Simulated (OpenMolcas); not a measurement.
# Run report: AlH3F (charge −1), single-point calculation

System: AlH3F, charge −1, multiplicity 3.
Method: CASSCF/STO-3G (OpenMolcas 26.06).

The geometry is that of the parent species in another charge or spin state. The geometry comes from this level: GFN2-xTB.

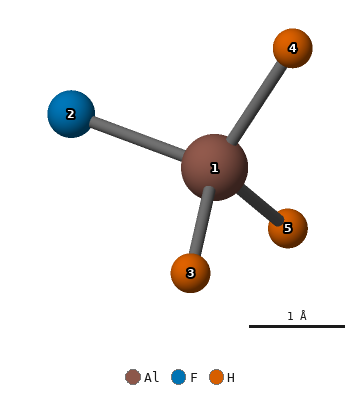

**Figure 1.** The structure (ball-and-stick view, seen at a tilt; atoms are numbered from 1 in the order of the input). Sticks mark near contacts. Bond lengths as drawn: Al–F 1.70 Å and Al–H 1.61 Å.

## Input
```
&GATEWAY
BasLib=$CurrDir
Coord=input.xyz
Basis=STO-3G
Group=NoSym
&SEWARD
&RASSCF
FileOrb=$CurrDir/step1.UnaOrb
Spin=3
Nactel=2 0 0
Inactive=12
Ras2=2
OrbListing=Nothing
```

## File input.xyz
```
5

Al    -0.000570     0.000210    -0.037540
F      0.011440    -0.019350     1.657940
H      1.529880     0.011490    -0.550320
H     -0.774560     1.332620    -0.519830
H     -0.766190    -1.324970    -0.550240
```

Command:
```bash
export MOLCAS_MEM=1860
pymolcas step2.input > step2.log
```

## Output
```
--- Start Module: gateway ---

                                              &GATEWAY

                       available to each process: 1.9 GB of memory, 1 thread

 Basis Set     1 Label: AL.STO-3G
 Basis set is read from library:.
 basistype.tbl is not found

 Basis Set     2 Label: F.STO-3G
 Basis set is read from library:.
 basistype.tbl is not found

 Basis Set     3 Label: H.STO-3G
 Basis set is read from library:.
 basistype.tbl is not found

++    Symmetry information:
      ---------------------

                    Character Table for C1

                             E
                    a        1  x, y, xy, Rz, z, xz, Ry, yz, Rx, I
--

++    Basis set information:
      ----------------------

      Basis set label: AL.STO-3G.........

      Electronic valence basis set:
      ------------------
      Associated Effective Charge  13.000000 au
      Associated Actual Charge     13.000000 au
      Nuclear Model: Point charge

      Shell  nPrim  nBasis  Cartesian Spherical Contaminant
         s       9       3        X
         p       6       2        X

      Basis set label: F.STO-3G.........

      Electronic valence basis set:
      ------------------
      Associated Effective Charge   9.000000 au
      Associated Actual Charge      9.000000 au
      Nuclear Model: Point charge

      Shell  nPrim  nBasis  Cartesian Spherical Contaminant
         s       6       2        X
         p       3       1        X

      Basis set label: H.STO-3G.........

      Electronic valence basis set:
      ------------------
      Associated Effective Charge   1.000000 au
      Associated Actual Charge      1.000000 au
      Nuclear Model: Point charge

      Shell  nPrim  nBasis  Cartesian Spherical Contaminant
         s       3       1        X
--

++    Molecular structure info:
      -------------------------

                    ************************************************
                    **** Cartesian Coordinates / bohr, angstrom ****
                    ************************************************

     Center  Label                x              y              z                     x              y              z
        1      AL1             -0.001077       0.000397      -0.070940             -0.000570       0.000210      -0.037540
        2      F2               0.021618      -0.036566       3.133053              0.011440      -0.019350       1.657940
        3      H3               2.891054       0.021713      -1.039954              1.529880       0.011490      -0.550320
        4      H4              -1.463706       2.518287      -0.982336             -0.774560       1.332620      -0.519830
        5      H5              -1.447889      -2.503830      -1.039803             -0.766190      -1.324970      -0.550240

                    ***************************************
                    *    InterNuclear Distances / bohr    *
                    ***************************************

               1 AL1           2 F2            3 H3            4 H4            5 H5
    1 AL1      0.000000
    2 F2       3.204286        0.000000
    3 H3       3.050224        5.064686        0.000000
    4 H4       3.051180        5.066546        5.019974        0.000000
    5 H5       3.050101        5.065527        5.020438        5.022471        0.000000

                    *******************************************
                    *    InterNuclear Distances / angstrom    *
                    *******************************************

               1 AL1           2 F2            3 H3            4 H4            5 H5
    1 AL1      0.000000
    2 F2       1.695635        0.000000
    3 H3       1.614109        2.680116        0.000000
    4 H4       1.614615        2.681101        2.656456        0.000000
    5 H5       1.614044        2.680562        2.656701        2.657777        0.000000
--

            Nuclear Potential Energy             55.22595267 au

--- Stop Module: gateway /rc=_RC_ALL_IS_WELL_ ---

--- Start Module: seward ---

                                              &SEWARD

                       available to each process: 1.9 GB of memory, 1 thread

               SEWARD will generate:
                  Multipole Moment integrals up to order  2
                  Kinetic Energy integrals
                  Nuclear Attraction integrals (point charge)
                  One-Electron Hamiltonian integrals
                  Velocity integrals
                  Orbital angular momentum around (  0.0074  -0.0132   1.1126 )
                  Velocity quadrupole around (  0.0074  -0.0132   1.1126 )
                  Two-Electron Repulsion integrals

                   Integrals are discarded if absolute value <: 1.00E-14
                   Integral cutoff threshold is set to       <: 1.00E-16

            Nuclear Potential Energy             55.22595267 au

      Basis set specifications :
      Symmetry species         a
      Basis functions           17

--- Stop Module: seward /rc=_RC_ALL_IS_WELL_ ---

--- Start Module: rasscf ---

                                              &RASSCF

                       available to each process: 1.9 GB of memory, 1 thread

      Header of the ONEINT file:
      --------------------------

      OrdInt status: non-squared

      Cartesian coordinates in angstrom:
      -----------------------------------------------------
      No.  Label        X            Y            Z
      -----------------------------------------------------
       1   AL1       -0.00057000   0.00021000  -0.03754000
       2   F2         0.01144000  -0.01935000   1.65794000
       3   H3         1.52988000   0.01149000  -0.55032000
       4   H4        -0.77456000   1.33262000  -0.51983000
       5   H5        -0.76619000  -1.32497000  -0.55024000
      -----------------------------------------------------
      Nuclear repulsion energy =   55.22595267

++    Wave function specifications:
      -----------------------------

      Number of closed shell electrons          24
      Number of electrons in active shells       2
      Max number of holes in RAS1 space          0
      Max nr of electrons in RAS3 space          0
      Number of inactive orbitals               12
      Number of active orbitals                  2
      Number of secondary orbitals               3
      Spin quantum number                      1.0
      State symmetry                             1
--

++    Orbital specifications:
      -----------------------

      Symmetry species                           1
                                                 a
      Frozen orbitals                            0
      Inactive orbitals                         12
      Active orbitals                            2
      RAS1 orbitals                              0
      RAS2 orbitals                              2
      RAS3 orbitals                              0
      Secondary orbitals                         3
      Deleted orbitals                           0
      Number of basis functions                 17
--

++    CI expansion specifications:
      ----------------------------

      Number of CSFs                             1
      Number of determinants                     1
      Number of root(s) required                 1
      Root chosen for geometry opt.              1
      CI root used                               1

      highest root included in the CI            1
      max. size of the explicit Hamiltonian      1
--

++    Optimization specifications:
      ----------------------------

      RASSCF algorithm: Conventional
      Maximum number of macro iterations       200
      Maximum number of SX iterations          100
      Threshold for RASSCF energy            1.000E-08
      Threshold for max MO rotation          1.000E-01
      Threshold for max BLB element          1.000E-04
      Level shift parameter                  5.000E-01
      Make Quasi-Newton update
--

      The MO-coefficients are taken from the file:
      step1.UnaOrb
      Title:UHF natural orbitals

      Total molecular charge   -1.00

      ************************************************************************************************************************
      *                                            Wave function control section                                             *
      ************************************************************************************************************************

                                         RASSCF iterations: Energy and convergence statistics
                                         ----------------------------------------------------

          iter iter root      energy       change     param      element    value   shift minimum  type update hh:mm:ss
 Nr of preliminary CI iterations:   1
        1   1    7    1  -338.22372984    0.00E+00   3.18E-03   12  14 1 -3.93E-03*  0.42   0.00    SX    NO    0:00:00
        2   1    7    1  -338.22377236   -4.25E-05*  2.31E-03   12  14 1 -1.74E-03*  0.42   0.00    SX    NO    0:00:00
        3   1    6    1  -338.22378600   -1.36E-05*  1.85E-03   14  15 1 -1.31E-03*  0.42   0.00    SX    NO    0:00:00
        4   1    6    1  -338.22379290   -6.89E-06*  1.43E-03   14  15 1 -1.01E-03*  0.42   0.00    SX    NO    0:00:00
        5   1    6    1  -338.22379676   -3.86E-06*  2.13E-03   14  15 1 -7.72E-04*  0.42   2.50    LS   YES    0:00:00
        6   1    6    1  -338.22380050   -3.74E-06*  2.21E-03   14  15 1 -4.14E-04*  0.42   2.04    LS   YES    0:00:00
        7   1    5    1  -338.22380182   -1.32E-06* -1.28E-04   12  14 1  1.87E-04*  0.42   1.01    QN   YES    0:00:00
        8   1    5    1  -338.22380191   -8.94E-08* -9.36E-05   12  14 1  6.85E-05   0.42   1.73    LS   YES    0:00:00
        9   1    5    1  -338.22380193   -1.95E-08* -4.23E-05   13  15 1 -2.31E-05   0.42   1.00    QN   YES    0:00:00
       10   1    5    1  -338.22380193   -5.01E-09  -5.25E-05    8  14 1 -1.22E-05   0.42   2.09    QN   YES    0:00:00
      Convergence after 10 iterations
       11   1    5    1  -338.22380194   -2.14E-09  -5.25E-05   10  17 1 -4.53E-06   0.42   2.09    QN   YES    0:00:00

      ************************************************************************************************************************
                                                      Wave function printout:
                       occupation of active orbitals, and spin coupling of open shells (u,d: Spin up or down)
      ************************************************************************************************************************

      Note: transformation to natural orbitals
      has been made, which may change the order of the CSFs.

      printout of CI-coefficients larger than  0.05 for root  1
      energy=    -338.223802
      conf/sym  11     Coeff  Weight
             1  uu   1.00000 1.00000

      Natural orbitals and occupation numbers for root  1
      sym 1:   1.000000   1.000000

      ************************************************************************************************************************
      *                                                    Final results                                                     *
      ************************************************************************************************************************

++    Final optimization conditions:
      ------------------------------

      Average CI energy                            -338.22380194
      RASSCF energy for state  1                   -338.22380194
      Super-CI energy                                -0.00000000
      RASSCF energy change                           -0.00000000
      Max change in MO coefficients               4.882E-05
      Max non-diagonal density matrix element    -5.249E-05
      Maximum BLB matrix element                 -4.527E-06
      (orbital pair  10,  17 in symmetry   1)
      Norm of electronic gradient            8.141E-06
--

      Final state energy(ies):
      ------------------------

::    RASSCF root number  1 Total energy:   -338.22380194
      Von Neumann Entropy (Root   1) =  1.00000

      Mulliken population analysis for root number:  1
      -----------------------------------------------

++    Molecular charges:
      ------------------

      Mulliken charges per centre
      ---------------------------

                AL1     F2      H3      H4      H5
      Total   12.5780  9.4944  1.4573  1.4575  1.0128

      N-E      0.4220 -0.4944 -0.4573 -0.4575 -0.0128

      Total electronic charge=   26.000000

      Total            charge=   -1.000000
--

      Expectation values of various properties for root number:  1
      -----------------------------------------------------------

++    Molecular properties:
      ---------------------

      Charge (e):
                      =   -1.0000
      Dipole Moment (debye):
      Origin of the operator (angstrom)=    0.0039   -0.0070    0.5888
                   X= -1.1123E+00               Y= -1.9927E+00               Z=  1.8492E+00           Total=  2.9373E+00
      Center of Charge (angstrom)
                     X=    0.23546890               Y=    0.40787660               Z=    0.20378231
      Quadrupole Moment (debye*angstrom):
      Origin of the operator (angstrom)=    0.0039   -0.0070    0.5888
                  XX= -2.1724E+01              XY=  1.9500E+00              XZ=  1.4074E+00              YY= -1.9523E+01
                  YZ=  2.4952E+00              ZZ= -2.3968E+01
      In traceless form (debye*angstrom)
                  XX=  2.0634E-02              XY=  2.9250E+00              XZ=  2.1111E+00              YY=  3.3234E+00
                  YZ=  3.7427E+00              ZZ= -3.3441E+00
--

      Mulliken spin population analysis for root number:  1
      ---------------------------------------------------

++    Molecular charges:
      ------------------

      Mulliken spin population per centre
      ---------------------------

                AL1     F2      H3      H4      H5
      Total    0.8029  0.0706  0.0773  0.0776  0.9716

      Total electronic spin=    2.000000
--

      Average orbitals are written to the RASORB file
      Natural orbitals for root   1 are written to the RASORB.1 file
      Spin density orbitals for root   1 are written to the SPDORB.1 file

--- Stop Module: rasscf /rc=_RC_ALL_IS_WELL_ ---

.##################.
.# Happy landing! #.
.##################.

    Timing: Wall=1.38 User=1.05 System=0.29
```

## Results in brief

- outcome: converged
- total energy: −338.223802 hartree
- CASSCF energy: −338.223802 hartree
- basis functions: 17
- hardware: 1 thread of Arm Neoverse V2, 24 GiB of memory available, shared host
- wall time: 1.6 s
- peak memory: 0.37 GiB
